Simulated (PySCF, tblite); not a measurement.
# C6H7F2 radical: geometry, infrared bands and EPR parameters

Wanted: the infrared bands and EPR parameters of C6H7F2 radical (`[CH]=C=C[C@@H](C)C(F)F`), by calculation.

Computed with tblite 0.8.0 and PySCF 2.14.0, with density-fitted response routines of our own, on a single molecule in the gas phase. Atoms count from 0, in the outputs and in this text.

## Step 1: The molecule as given

15 atoms, charge 0, multiplicity 2; geometry from: force field or distance geometry start.

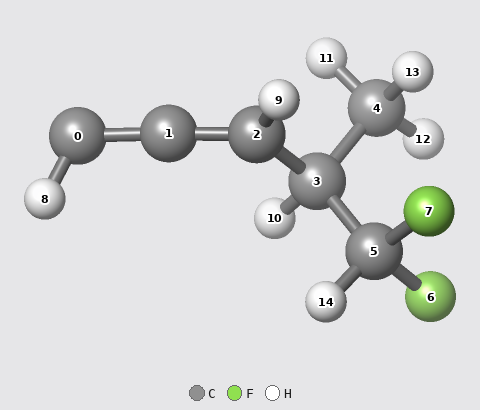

The starting geometry (carbon grey, fluorine green, hydrogen white), atoms numbered.

## Step 2: Optimising the geometry with GFN2-xTB

The job: settings as JSON, then the geometry in Å.

```
{"job": {"kind": "relax", "xc": "GFN2-xTB", "basis": "xTB"}, "charge": 0, "multiplicity": 2}
C      3.149800     0.694100    -0.541300
C      1.840400     0.471300    -0.710200
C      0.576600     0.212800    -0.854700
C     -0.208200    -0.037500     0.360200
C     -1.185000     1.112100     0.519300
C     -0.908900    -1.363800     0.191000
F     -1.638500    -1.609600     1.352100
F     -1.770000    -1.360000    -0.856800
H      3.732200    -0.215200    -0.456200
H      0.194400     0.219100    -1.847400
H      0.467100    -0.111600     1.224900
H     -0.549200     2.019000     0.535000
H     -1.802900     0.982000     1.418900
H     -1.769200     1.134700    -0.443000
H     -0.132900    -2.139600     0.086400
```

Command:

```sh
> OMP_NUM_THREADS=1 python probes_run.py task.json out
```

One launch serves the whole session: the jobs run in the order shown.

Standard output:

```text
step      E/eV     max force
  0    -699.54039    7.142
  1    -699.58548   11.502
  2    -700.08564    1.880
  3    -700.16940    1.317
  4    -700.35577    1.961
  5    -700.45085    1.571
  6    -700.53888    0.814
  7    -700.58843    0.996
  8    -700.67183    0.809
  9    -700.71040    0.701
 10    -700.75412    0.843
 11    -700.79314    0.625
 12    -700.82205    0.695
 13    -700.84075    0.325
 14    -700.85020    0.209
 15    -700.85885    0.223
 16    -700.86246    0.197
 17    -700.86392    0.113
 18    -700.86484    0.081
 19    -700.86598    0.172
 20    -700.86723    0.203
 21    -700.86840    0.143
 22    -700.86944    0.086
 23    -700.87056    0.113
 24    -700.87175    0.151
 25    -700.87288    0.135
 26    -700.87394    0.083
 27    -700.87513    0.094
 28    -700.87639    0.110
 29    -700.87729    0.117
 30    -700.87770    0.045
 31    -700.87789    0.044
 32    -700.87808    0.045
 33    -700.87830    0.061
 34    -700.87849    0.054
 35    -700.87861    0.031
 36    -700.87873    0.033
 37    -700.87889    0.056
 38    -700.87907    0.063
 39    -700.87921    0.042
 40    -700.87932    0.029
 41    -700.87943    0.042
 42    -700.87958    0.070
 43    -700.87973    0.069
 44    -700.87982    0.036
 45    -700.87985    0.014
 46    -700.87987    0.014
 47    -700.87990    0.029
 48    -700.87993    0.031
 49    -700.87994    0.018
 50    -700.87995    0.008
```

Wall time 0.43 s (1 thread of Arm Neoverse N1, shared host); peak memory 0.18 GiB.

Step by step: (not every step is listed)

```tsv
step	energy from step 0 (eV)	largest force (eV/Å)
0	0.0000	7.1416
1	-0.0451	11.5016
2	-0.5453	1.8799
3	-0.6290	1.3166
4	-0.8154	1.9613
5	-0.9105	1.5712
6	-0.9985	0.8142
7	-1.0480	0.9956
8	-1.1314	0.8092
11	-1.2527	0.6255
14	-1.3098	0.2095
17	-1.3235	0.1133
20	-1.3268	0.2025
23	-1.3302	0.1134
26	-1.3335	0.0829
29	-1.3369	0.1169
32	-1.3377	0.0446
35	-1.3382	0.0306
38	-1.3387	0.0632
41	-1.3390	0.0422
44	-1.3394	0.0359
45	-1.3395	0.0138
46	-1.3395	0.0143
47	-1.3395	0.0291
48	-1.3395	0.0312
49	-1.3396	0.0181
50	-1.3396	0.0083
```

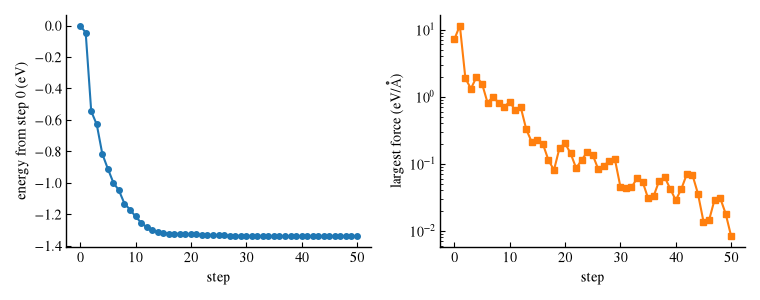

Energy and largest force along the relaxation.

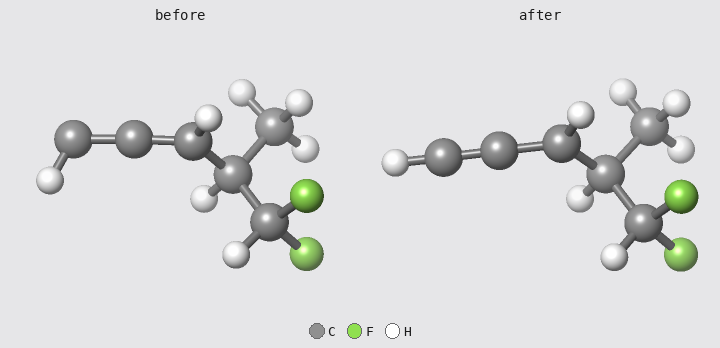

Before and after, at one scale.

Close pairs (by a distance rule), those that changed most:

```tsv
bond	before (Å)	after (Å)	change (Å)
C0–C1	1.339	1.218	-0.121
C1–C2	1.298	1.358	+0.060
C4–H13	1.126	1.088	-0.038
C5–F6	1.393	1.356	-0.037
C0–H8	1.083	1.048	-0.035
C3–C5	1.510	1.537	+0.028
C2–C3	1.468	1.492	+0.024
C4–H11	1.108	1.087	-0.021
```

The next job starts from the end point, and lists it.

## Step 3: Infrared spectrum with GFN2-xTB

The job: settings as JSON, then the geometry in Å.

```
{"job": {"kind": "ir", "xc": "GFN2-xTB", "basis": "xTB"}, "charge": 0, "multiplicity": 2}
C      3.222002     0.230301    -0.630961
C      2.008909     0.218587    -0.736507
C      0.653892     0.208268    -0.827080
C     -0.225027    -0.003595     0.359203
C     -1.254241     1.124704     0.495075
C     -0.952866    -1.350519     0.222418
F     -1.689132    -1.616018     1.329986
F     -1.823770    -1.338250    -0.814311
H      4.267791     0.245164    -0.557570
H      0.181318     0.356364    -1.785434
H      0.381325    -0.069871     1.268583
H     -0.743844     2.077715     0.605957
H     -1.881081     0.956307     1.367656
H     -1.886871     1.164009    -0.388922
H     -0.262820    -2.195175     0.069994
```

Standard output:

```text
mode    cm-1     km/mol
  1      20.5      0.55
  2      61.6      2.36
  3     143.9      0.13
  4     201.4      0.53
  5     212.5      0.18
  6     241.0      7.75
  7     300.9      0.45
  8     338.5      0.68
  9     389.9     10.22
 10     450.7      3.66
 11     487.3     28.90
 12     500.2      4.91
 13     607.5      4.97
 14     635.6     24.09
 15     672.2     19.38
 16     871.8      8.83
 17     938.5      9.71
 18     998.4    113.83
 19    1039.5    152.98
 20    1088.2     10.55
 21    1100.0     21.19
 22    1115.7     62.71
 23    1172.7      0.07
 24    1224.7      0.36
 25    1261.6     22.38
 26    1277.2     17.71
 27    1289.8     19.48
 28    1368.5      1.47
 29    1406.0      3.41
 30    1487.3      9.80
 31    1489.8      3.58
 32    2111.1      1.05
 33    2888.4     40.03
 34    2953.8     21.66
 35    3042.5     17.59
 36    3044.4     15.64
 37    3050.5     20.01
 38    3085.8     13.45
 39    3394.4     10.95
```

Run time: 0.64 s. Hardware: 1 thread of Arm Neoverse N1, shared host; peak memory 0.18 GiB.

Which atoms move in the most intense modes:

```tsv
cm⁻¹	km/mol	atoms
487	28.9	H8 76 %, H9 11 %
636	24.1	H8 51 %
998	113.8	C5 31 %, F7 17 %, H11 16 %, H10 13 %
1040	153.0	C5 43 %, F6 24 %, H11 11 %
1116	62.7	C5 31 %, H14 13 %, C3 13 %, F7 10 %
1262	22.4	H14 33 %, H10 28 %, C3 12 %, C5 12 %
2888	40.0	H14 93 %
2954	21.7	H10 93 %
```

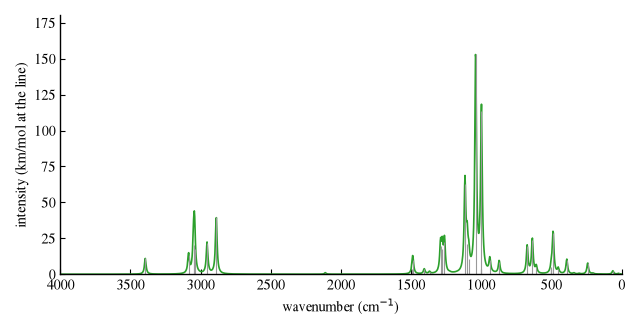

The infrared spectrum from these modes, unscaled. Lines are broadened to a width of 14 cm⁻¹ (Lorentzian).

## Step 4: g tensor and hyperfine couplings: B3LYP/pcH-1

The job, as its differences from that of step 3:

```diff
@@ -1,2 +1,2 @@
-{"job": {"kind": "ir", "xc": "GFN2-xTB", "basis": "xTB"}, "charge": 0, "multiplicity": 2}
+{"job": {"kind": "epr", "basis": "pcH-1"}, "charge": 0, "multiplicity": 2}
 C      3.222002     0.230301    -0.630961
```

With the program's defaults for keys left out, this is: UKS B3LYP, pcH-1 on C F H, non-relativistic, mean-field spin-orbit, GIAO.

Standard output:

```text
UKS, coarse grid
  cycle   1  E = -432.35104116  |g| = 5.53e-01
  cycle   2  E = -432.25037486  |g| = 8.15e-01
  cycle   3  E = -432.45900530  |g| = 7.10e-02
  cycle   4  E = -432.46052573  |g| = 4.36e-02
  cycle   5  E = -432.46127605  |g| = 2.34e-02
  cycle   6  E = -432.46156184  |g| = 6.20e-03
  cycle   7  E = -432.46159655  |g| = 2.79e-03
  cycle   8  E = -432.46160702  |g| = 1.18e-03
  cycle   9  E = -432.46160858  |g| = 5.00e-04
UKS, final grid
  cycle   1  E = -432.46159599  |g| = 5.99e-04
  cycle   2  E = -432.46159583  |g| = 9.36e-04
  cycle   3  E = -432.46159626  |g| = 1.90e-04
  cycle   4  E = -432.46159629  |g| = 1.11e-04
  cycle   5  E = -432.46159632  |g| = 5.55e-05
  cycle   6  E = -432.46159632  |g| = 1.03e-05
E = -432.46159632 Eh   <S^2> = 0.7687 (exact 0.7500)
g shifts (ppm)      1          2          3
  rmc          -150       -150       -150
  gc              1         31         35
  oz_so          78        501        987
  total         -71        382        872
hyperfine (MHz)  atom isotope    a_iso     a_fc   dipolar eigenvalues
    0   13C      45.20      45.20    -45.31    -34.05     79.37
    1   13C     -65.24     -65.24    -21.02     -1.69     22.71
    2   13C      65.99      65.99    -60.90    -59.93    120.83
    3   13C     -24.89     -24.89     -1.41      0.38      1.03
    4   13C      31.48      31.48     -2.92     -2.80      5.72
    5   13C      57.50      57.50     -3.21     -2.60      5.81
    6   19F      18.64      18.64    -14.58    -12.76     27.34
    7   19F       0.39       0.39     -5.50     -0.86      6.36
    8    1H     -42.53     -42.53    -20.13     -1.65     21.78
    9    1H     -52.03     -52.03    -27.91     -0.95     28.86
   10    1H       4.14       4.14     -3.17     -2.76      5.92
   11    1H      -1.64      -1.64     -3.74     -1.57      5.30
   12    1H      11.23      11.23     -2.03     -1.11      3.15
   13    1H      -1.80      -1.80     -2.90     -1.91      4.80
   14    1H      -2.22      -2.22     -3.70     -1.45      5.15
```

Wall time 1.8 min (1 thread of Arm Neoverse N1, shared host); peak memory 0.96 GiB.

Principal g values 2.00225, 2.00270, 2.00319; g(iso) = 2.00271, against 2.00232 for a free electron.

Mean a(iso) over the nuclei that a row names, and the largest dipolar term of the row (other rows stand at the frozen geometry):

```tsv
nuclei	isotope	a(iso) (MHz)	a(iso) (G, at g = 2.0023)	largest dipolar term (MHz)
C2	13C	66.0	23.5	120.8
C1	13C	-65.2	-23.3	22.7
C5	13C	57.5	20.5	5.8
H9	1H	-52.0	-18.6	28.9
C0	13C	45.2	16.1	79.4
H8	1H	-42.5	-15.2	21.8
C4	13C	31.5	11.2	5.7
C3	13C	-24.9	-8.9	-1.4
F6	19F	18.6	6.7	27.3
H10	1H	4.1	1.5	5.9
H11, H12, H13	1H	2.6	0.9	5.3
H14	1H	-2.2	-0.8	5.2
F7	19F	0.4	0.1	6.4
```

Mulliken spin populations:

C0 0.56; C1 -0.27; C2 0.77; C3 -0.06; C4 0.02; C5 0.03; F6 0.00; F7 0.00; H8 -0.02; H9 -0.03; H10 0.00; H11 0.00; H12 0.01; H13 0.00; H14 0.00

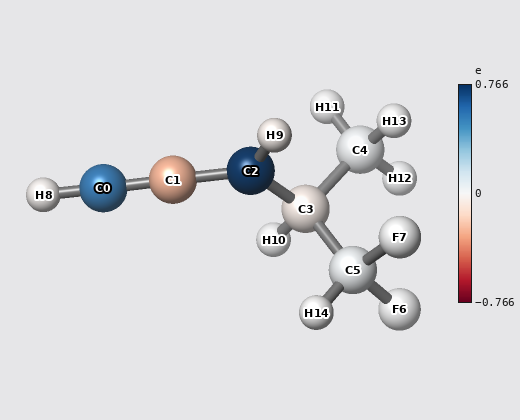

Mulliken spin populations, as colours on the atoms.

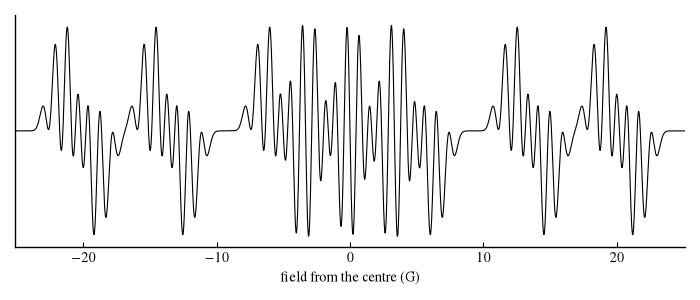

First-order isotropic spectrum (first derivative, main isotopes with spin only, couplings over 0.8 MHz, Gaussian width 0.3 G; couplings of the frozen geometry, rotation of groups not averaged beyond the rows shown).

The fields below are evaluated on a grid from the run's orbitals.

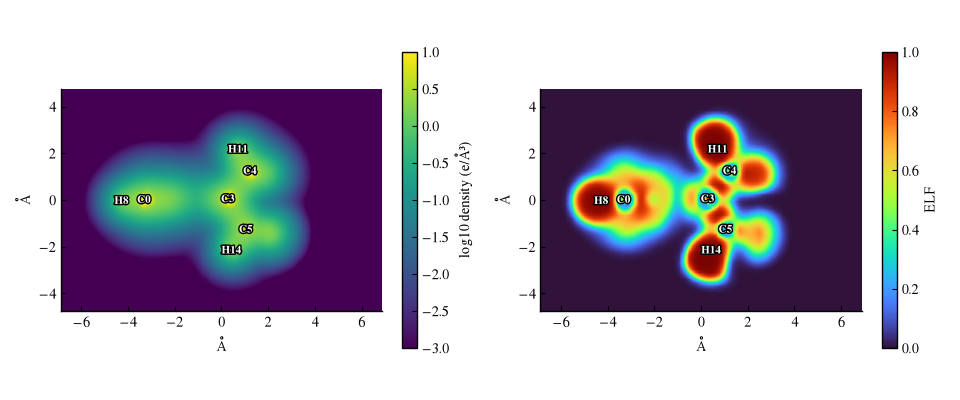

Density (left) and ELF (right) in a plane through or near 7 of the atoms.

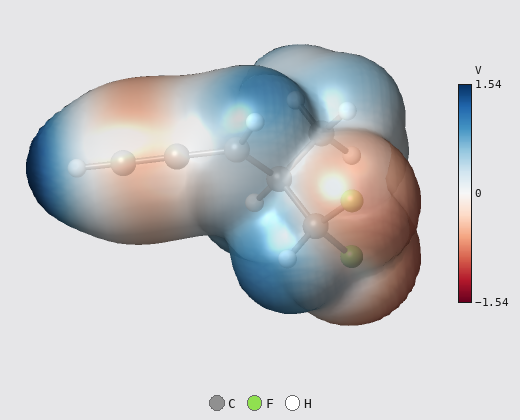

The potential that a unit positive charge feels on the 0.002 e/bohr³ surface, from -0.84 V near F6 to 1.54 V near H8.

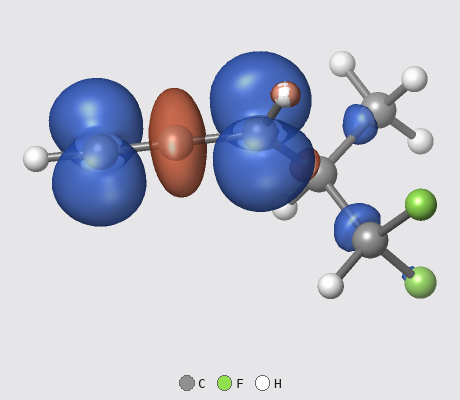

Spin density at ±0.03 e/Å³ (alpha excess blue, beta excess red).

## Step 5: Summary of results

| quantity | value |
| --- | --- |
| strongest single infrared mode (GFN2-xTB) | 1040 cm⁻¹, 153 km/mol |
| zero-point energy (GFN2-xTB) | 68.6 kcal/mol |
| g(iso) (B3LYP) | 2.00271 |
| ⟨S²⟩ | 0.769 (exact 0.75) |
| largest a(iso) (averaged by class) | 13C on C2, 66.0 MHz |
| surface potential, least and greatest | -0.84 V and 1.54 V |

In words: Relaxing lowered the energy by 1.340 eV in 50 steps; the close pair that moved most is C0–C1, from 1.339 to 1.218 Å. No mode is imaginary among the 39: a minimum at this level. The strongest single mode, at 1040 cm⁻¹, is carried by C5, F6, H11. Unscaled tight-binding wavenumbers are off by several per cent, some by more. Its intensities can rank the bands wrongly. The largest spin populations lie on C2 (0.77 e), C0 (0.56 e). The isotropic g lies 0.4 ppt above the free-electron value.
